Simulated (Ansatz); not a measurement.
Nudged elastic band of GeH3ClO (part 1 of 2)

GeH3ClO, computed with RKS PBE/def2-SVP (Ansatz 0.2.0).

The run did not end well. It belongs to a series of runs on one base structure; here: band between the two ends.

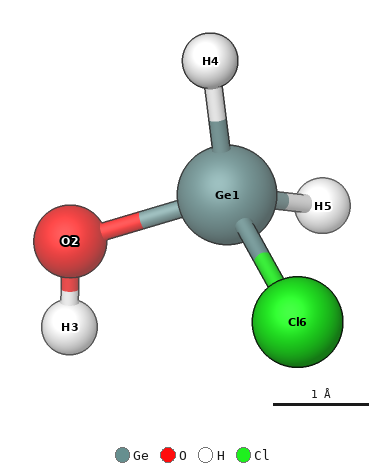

The input geometry (ball-and-stick view, seen at a tilt; atoms are numbered from 1 in the order of the input). Sticks mark near contacts. Bond lengths as drawn: Cl–Ge 2.18 Å, Ge–H 1.54 to 1.55 Å, Ge–O 1.79 Å and H–O 0.98 Å.

The input:
```yaml
crystal:
  periodic: [false, false, false]
  atoms:
    - { symbol: Ge, position_ang: [0.338509, 7.2e-05, 0.056957] }
    - { symbol: O, position_ang: [0.669249, -0.138037, 1.809608] }
    - { symbol: H, position_ang: [-0.157197, -0.164099, 2.327774] }
    - { symbol: H, position_ang: [1.733312, -0.003066, -0.59798] }
    - { symbol: H, position_ang: [-0.552279, 1.228434, -0.265282] }
    - { symbol: Cl, position_ang: [-0.773994, -1.751404, -0.627775] }
basis:
  gaussian: { orbitals: def2-SVP }
hamiltonian:
  xc: pbe
neb:
  order_check: false
  images: 5
  f_tol: 0.03
  max_iterations: 60
  optimiser: fire
  climbing: true
  final_atoms:
    - { symbol: Ge, position_ang: [0.07804972, 0.32680685, -0.80935699] }
    - { symbol: O, position_ang: [0.98915976, 0.12796691, 1.23176949] }
    - { symbol: H, position_ang: [0.3537102, -0.60478616, 1.44661898] }
    - { symbol: H, position_ang: [1.84058744, -0.33725873, 1.09703971] }
    - { symbol: H, position_ang: [-1.02561162, 1.27509847, -0.1104571] }
    - { symbol: Cl, position_ang: [-0.9782955, -1.61592734, -0.15231209] }
  initial_path:
    images:
      - { positions_ang: [[0.338509, 7.2e-05, 0.056957], [0.669249, -0.138037, 1.809608], [-0.157197, -0.164099, 2.327774], [1.733312, -0.003066, -0.59798], [-0.552279, 1.228434, -0.265282], [-0.773994, -1.751404, -0.627775]] }
      - { positions_ang: [[0.22625556, 0.00045817, 0.03782768], [0.81698909, -0.09314731, 1.74858188], [-0.03763511, -0.20446693, 2.20505413], [1.7253846, -0.00220908, -0.27133399], [-0.61010299, 1.24150923, -0.34891006], [-0.86329115, -1.77024408, -0.66791763]] }
      - { positions_ang: [[0.11400213, 0.00084434, 0.01869837], [0.96472918, -0.04825762, 1.68755575], [0.08192679, -0.24483486, 2.08233425], [1.7174572, -0.00135215, 0.05531202], [-0.66792699, 1.25458446, -0.43253813], [-0.95258831, -1.78908417, -0.70806027]] }
      - { positions_ang: [[0.00174869, 0.00123051, -0.00043095], [1.11246927, -0.00336793, 1.62652963], [0.20148868, -0.28520279, 1.95961438], [1.7095298, -0.00049523, 0.38195803], [-0.72575098, 1.26765969, -0.51616619], [-1.04188546, -1.80792425, -0.7482029]] }
      - { positions_ang: [[0.02718237, 0.10975596, -0.27007297], [1.0713661, 0.04041035, 1.49494292], [0.25222919, -0.39173058, 1.78861591], [1.75321568, -0.11274973, 0.62031859], [-0.82570452, 1.27013929, -0.38092983], [-1.02068881, -1.74392528, -0.54957263]] }
      - { positions_ang: [[0.05261604, 0.2182814, -0.53971498], [1.03026293, 0.08418863, 1.3633562], [0.30296969, -0.49825837, 1.61761744], [1.79690156, -0.22500423, 0.85867915], [-0.92565807, 1.27261888, -0.24569346], [-0.99949215, -1.67992631, -0.35094236]] }
      - { positions_ang: [[0.07804972, 0.32680685, -0.80935699], [0.98915976, 0.12796691, 1.23176949], [0.3537102, -0.60478616, 1.44661898], [1.84058744, -0.33725873, 1.09703971], [-1.02561162, 1.27509847, -0.1104571], [-0.9782955, -1.61592734, -0.15231209]] }
```

Run on 1 thread of Intel Xeon (Granite Rapids), 32 GiB of memory available, shared host.

Launch command:
```bash
ansatz run input.yaml --threads 1 --pin off --max-ram 2048MiB --backend cpu --events-out ev --progress --plain --runs-dir out
```

Output:
```
Engine: ansatz 0.2.0, x86_64-unknown-linux-gnu
Functional definition: PBE
  parameter kappa = 0.804
  parameter beta = 0.06672455060314922
  exchange = pbe_x(kappa = kappa, mu = beta*pi^2/3)
  correlation = pbe_c(beta = beta)
863 factors; their error is unknown
mean field evaluation 1: about -71104.0504 eV, gradient 5.8e1 eV
mean field evaluation 2: about -71047.2979 eV, gradient 1.6e2 eV
mean field evaluation 4: about -71109.4357 eV, gradient 1.2e1 eV
mean field evaluation 8: about -71109.7106 eV, gradient 1.4e-1 eV
mean field evaluation 16: about -71109.6595 eV, gradient 3.1e-5 eV
mean field -71109.65949553 eV, -2613.2317866024 hartree, gradient 3.1e-5 eV, S^2 0.000000; 0 other end points of the search recorded, 0 dependent functions left out
the calculation of the forces begins
reference -71109.65952446 eV, -2613.2317876656 hartree; 30, 30 occupied and 49, 49 virtual orbitals, 863 factors
863 factors; their error is unknown
mean field evaluation 32: about -71109.0692 eV, gradient 3.0e-4 eV
mean field -71109.06923316 eV, -2613.2100948602 hartree, gradient 1.1e-5 eV, S^2 0.000000; 0 other end points of the search recorded, 0 dependent functions left out
[... from here on the field's lines of each further geometry are left out, up to the last ...]
NEB iter   1: max|band force component| = 4.113e0 eV/Å  barrier→ = 4.2666 eV  barrier← = 3.6764 eV  Δτ_max = 0.0829 Å  (194 SCF iters)
NEB iter   2: max|band force component| = 3.419e0 eV/Å  barrier→ = 3.5177 eV  barrier← = 2.9274 eV  Δτ_max = 0.1485 Å  (136 SCF iters)
NEB iter   3: max|band force component| = 2.662e0 eV/Å  barrier→ = 2.7854 eV  barrier← = 2.1951 eV  Δτ_max = 0.1638 Å  (134 SCF iters)
NEB iter   4: max|band force component| = 2.332e0 eV/Å  barrier→ = 2.5468 eV  barrier← = 1.9566 eV  Δτ_max = 0.0089 Å  (142 SCF iters)
NEB iter   5: max|band force component| = 1.891e0 eV/Å  barrier→ = 2.4847 eV  barrier← = 1.8945 eV  Δτ_max = 0.0161 Å  (141 SCF iters)
NEB iter   6: max|band force component| = 1.196e0 eV/Å  barrier→ = 2.4036 eV  barrier← = 1.8133 eV  Δτ_max = 0.0203 Å  (139 SCF iters)
NEB iter   7: max|band force component| = 1.494e0 eV/Å  barrier→ = 2.3487 eV  barrier← = 1.7584 eV  Δτ_max = 0.0237 Å  (135 SCF iters)
NEB iter   8: max|band force component| = 1.630e0 eV/Å  barrier→ = 2.3167 eV  barrier← = 1.7265 eV  Δτ_max = 0.0299 Å  (134 SCF iters)
NEB iter   9: max|band force component| = 1.257e0 eV/Å  barrier→ = 2.2788 eV  barrier← = 1.6886 eV  Δτ_max = 0.0357 Å  (134 SCF iters)
NEB iter  10: max|band force component| = 1.357e0 eV/Å  barrier→ = 2.2416 eV  barrier← = 1.6513 eV  Δτ_max = 0.0418 Å  (132 SCF iters)
NEB iter  11: max|band force component| = 1.479e0 eV/Å  barrier→ = 2.2138 eV  barrier← = 1.6235 eV  Δτ_max = 0.0440 Å  (130 SCF iters)
NEB iter  12: max|band force component| = 1.539e0 eV/Å  barrier→ = 2.1830 eV  barrier← = 1.5927 eV  Δτ_max = 0.0091 Å  (130 SCF iters)
NEB iter  13: max|band force component| = 1.258e0 eV/Å  barrier→ = 2.1566 eV  barrier← = 1.5663 eV  Δτ_max = 0.0149 Å  (129 SCF iters)
NEB iter  14: max|band force component| = 7.672e-1 eV/Å  barrier→ = 2.1345 eV  barrier← = 1.5443 eV  Δτ_max = 0.0187 Å  (130 SCF iters)
NEB iter  15: max|band force component| = 1.095e0 eV/Å  barrier→ = 2.1290 eV  barrier← = 1.5387 eV  Δτ_max = 0.0070 Å  (133 SCF iters)
NEB iter  16: max|band force component| = 6.500e-1 eV/Å  barrier→ = 2.1153 eV  barrier← = 1.5251 eV  Δτ_max = 0.0106 Å  (126 SCF iters)
NEB iter  17: max|band force component| = 5.832e-1 eV/Å  barrier→ = 2.1081 eV  barrier← = 1.5178 eV  Δτ_max = 0.0122 Å  (132 SCF iters)
NEB iter  18: max|band force component| = 8.155e-1 eV/Å  barrier→ = 2.1063 eV  barrier← = 1.5160 eV  Δτ_max = 0.0053 Å  (131 SCF iters)
NEB iter  19: max|band force component| = 5.965e-1 eV/Å  barrier→ = 2.0983 eV  barrier← = 1.5081 eV  Δτ_max = 0.0086 Å  (123 SCF iters)
NEB iter  20: max|band force component| = 5.216e-1 eV/Å  barrier→ = 2.0923 eV  barrier← = 1.5020 eV  Δτ_max = 0.0096 Å  (132 SCF iters)
NEB iter  21: max|band force component| = 7.149e-1 eV/Å  barrier→ = 2.0900 eV  barrier← = 1.4997 eV  Δτ_max = 0.0120 Å  (130 SCF iters)
NEB iter  22: max|band force component| = 6.626e-1 eV/Å  barrier→ = 2.0820 eV  barrier← = 1.4917 eV  Δτ_max = 0.0144 Å  (129 SCF iters)
NEB iter  23: max|band force component| = 1.014e0 eV/Å  barrier→ = 2.0706 eV  barrier← = 1.4803 eV  CI = image 3  Δτ_max = 0.0166 Å  (129 SCF iters)
NEB iter  24: max|band force component| = 9.580e-1 eV/Å  barrier→ = 2.0777 eV  barrier← = 1.4874 eV  CI = image 3  Δτ_max = 0.0207 Å  (129 SCF iters)
NEB iter  25: max|band force component| = 8.379e-1 eV/Å  barrier→ = 2.0966 eV  barrier← = 1.5063 eV  CI = image 3  Δτ_max = 0.0283 Å  (128 SCF iters)
NEB iter  26: max|band force component| = 6.532e-1 eV/Å  barrier→ = 2.1180 eV  barrier← = 1.5277 eV  CI = image 3  Δτ_max = 0.0383 Å  (128 SCF iters)
NEB iter  27: max|band force component| = 4.651e-1 eV/Å  barrier→ = 2.1439 eV  barrier← = 1.5536 eV  CI = image 3  Δτ_max = 0.0454 Å  (130 SCF iters)
NEB iter  28: max|band force component| = 5.276e-1 eV/Å  barrier→ = 2.1520 eV  barrier← = 1.5617 eV  CI = image 3  Δτ_max = 0.0519 Å  (128 SCF iters)
NEB iter  29: max|band force component| = 6.315e-1 eV/Å  barrier→ = 2.1364 eV  barrier← = 1.5462 eV  CI = image 3  Δτ_max = 0.0110 Å  (128 SCF iters)
NEB iter  30: max|band force component| = 4.886e-1 eV/Å  barrier→ = 2.1327 eV  barrier← = 1.5424 eV  CI = image 3  Δτ_max = 0.0160 Å  (127 SCF iters)
NEB iter  31: max|band force component| = 5.899e-1 eV/Å  barrier→ = 2.1335 eV  barrier← = 1.5432 eV  CI = image 3  Δτ_max = 0.0208 Å  (126 SCF iters)
NEB iter  32: max|band force component| = 2.981e-1 eV/Å  barrier→ = 2.1297 eV  barrier← = 1.5394 eV  CI = image 3  Δτ_max = 0.0244 Å  (130 SCF iters)
NEB iter  33: max|band force component| = 4.291e-1 eV/Å  barrier→ = 2.1303 eV  barrier← = 1.5401 eV  CI = image 3  Δτ_max = 0.0083 Å  (129 SCF iters)
NEB iter  34: max|band force component| = 3.212e-1 eV/Å  barrier→ = 2.1274 eV  barrier← = 1.5372 eV  CI = image 3  Δτ_max = 0.0047 Å  (130 SCF iters)
NEB iter  35: max|band force component| = 2.464e-1 eV/Å  barrier→ = 2.1266 eV  barrier← = 1.5363 eV  CI = image 3  Δτ_max = 0.0087 Å  (112 SCF iters)
NEB iter  36: max|band force component| = 2.792e-1 eV/Å  barrier→ = 2.1254 eV  barrier← = 1.5351 eV  CI = image 3  Δτ_max = 0.0130 Å  (121 SCF iters)
NEB iter  37: max|band force component| = 2.355e-1 eV/Å  barrier→ = 2.1237 eV  barrier← = 1.5334 eV  CI = image 3  Δτ_max = 0.0171 Å  (130 SCF iters)
NEB iter  38: max|band force component| = 2.159e-1 eV/Å  barrier→ = 2.1221 eV  barrier← = 1.5318 eV  CI = image 3  Δτ_max = 0.0206 Å  (130 SCF iters)
NEB iter  39: max|band force component| = 2.623e-1 eV/Å  barrier→ = 2.1202 eV  barrier← = 1.5300 eV  CI = image 3  Δτ_max = 0.0040 Å  (126 SCF iters)
NEB iter  40: max|band force component| = 2.184e-1 eV/Å  barrier→ = 2.1198 eV  barrier← = 1.5296 eV  CI = image 3  Δτ_max = 0.0073 Å  (110 SCF iters)
NEB iter  41: max|band force component| = 1.917e-1 eV/Å  barrier→ = 2.1191 eV  barrier← = 1.5289 eV  CI = image 3  Δτ_max = 0.0105 Å  (122 SCF iters)
NEB iter  42: max|band force component| = 2.125e-1 eV/Å  barrier→ = 2.1181 eV  barrier← = 1.5279 eV  CI = image 3  Δτ_max = 0.0139 Å  (120 SCF iters)
NEB iter  43: max|band force component| = 2.209e-1 eV/Å  barrier→ = 2.1169 eV  barrier← = 1.5267 eV  CI = image 3  Δτ_max = 0.0173 Å  (124 SCF iters)
NEB iter  44: max|band force component| = 1.830e-1 eV/Å  barrier→ = 2.1155 eV  barrier← = 1.5253 eV  CI = image 3  Δτ_max = 0.0198 Å  (126 SCF iters)
NEB iter  45: max|band force component| = 1.623e-1 eV/Å  barrier→ = 2.1140 eV  barrier← = 1.5237 eV  CI = image 3  Δτ_max = 0.0242 Å  (130 SCF iters)
NEB iter  46: max|band force component| = 1.775e-1 eV/Å  barrier→ = 2.1121 eV  barrier← = 1.5218 eV  CI = image 3  Δτ_max = 0.0296 Å  (128 SCF iters)
NEB iter  47: max|band force component| = 1.358e-1 eV/Å  barrier→ = 2.1099 eV  barrier← = 1.5197 eV  CI = image 3  Δτ_max = 0.0347 Å  (126 SCF iters)
NEB iter  48: max|band force component| = 1.371e-1 eV/Å  barrier→ = 2.1076 eV  barrier← = 1.5173 eV  CI = image 3  Δτ_max = 0.0391 Å  (126 SCF iters)
NEB iter  49: max|band force component| = 1.303e-1 eV/Å  barrier→ = 2.1053 eV  barrier← = 1.5150 eV  CI = image 3  Δτ_max = 0.0425 Å  (124 SCF iters)
NEB iter  50: max|band force component| = 2.924e-1 eV/Å  barrier→ = 2.1035 eV  barrier← = 1.5133 eV  CI = image 3  Δτ_max = 0.0471 Å  (124 SCF iters)
NEB iter  51: max|band force component| = 8.665e-1 eV/Å  barrier→ = 2.1046 eV  barrier← = 1.5143 eV  CI = image 3  Δτ_max = 0.0108 Å  (124 SCF iters)
NEB iter  52: max|band force component| = 1.280e-1 eV/Å  barrier→ = 2.1016 eV  barrier← = 1.5113 eV  CI = image 3  Δτ_max = 0.0004 Å  (127 SCF iters)
NEB iter  53: max|band force component| = 1.278e-1 eV/Å  barrier→ = 2.1016 eV  barrier← = 1.5113 eV  CI = image 3  Δτ_max = 0.0008 Å  (88 SCF iters)
NEB iter  54: max|band force component| = 1.273e-1 eV/Å  barrier→ = 2.1016 eV  barrier← = 1.5113 eV  CI = image 3  Δτ_max = 0.0012 Å  (90 SCF iters)
NEB iter  55: max|band force component| = 1.266e-1 eV/Å  barrier→ = 2.1016 eV  barrier← = 1.5113 eV  CI = image 3  Δτ_max = 0.0016 Å  (93 SCF iters)
NEB iter  56: max|band force component| = 1.256e-1 eV/Å  barrier→ = 2.1015 eV  barrier← = 1.5113 eV  CI = image 3  Δτ_max = 0.0019 Å  (94 SCF iters)
NEB iter  57: max|band force component| = 1.242e-1 eV/Å  barrier→ = 2.1015 eV  barrier← = 1.5113 eV  CI = image 3  Δτ_max = 0.0023 Å  (94 SCF iters)
NEB iter  58: max|band force component| = 1.225e-1 eV/Å  barrier→ = 2.1015 eV  barrier← = 1.5112 eV  CI = image 3  Δτ_max = 0.0029 Å  (94 SCF iters)
NEB iter  59: max|band force component| = 1.201e-1 eV/Å  barrier→ = 2.1015 eV  barrier← = 1.5112 eV  CI = image 3  Δτ_max = 0.0037 Å  (95 SCF iters)
the calculation of the forces begins
reference -71108.57734601 eV, -2613.1920183410 hartree; 30, 30 occupied and 49, 49 virtual orbitals, 863 factors
these checks for a lower state are left out or cut short: starts, cluster_reference, orbital_swaps, neighbouring_geometries, increment
863 factors; their error is unknown
mean field -71108.96672886 eV, -2613.2063278969 hartree, gradient 2.5e-5 eV, S^2 0.000000; 0 other end points of the search recorded, 0 dependent functions left out
the calculation of the forces begins
reference -71108.96675847 eV, -2613.2063289849 hartree; 30, 30 occupied and 49, 49 virtual orbitals, 863 factors
NEB iter  60: max|band force component| = 1.169e-1 eV/Å  barrier→ = 2.1015 eV  barrier← = 1.5112 eV  CI = image 3  Δτ_max = 0.0047 Å  (100 SCF iters)
```
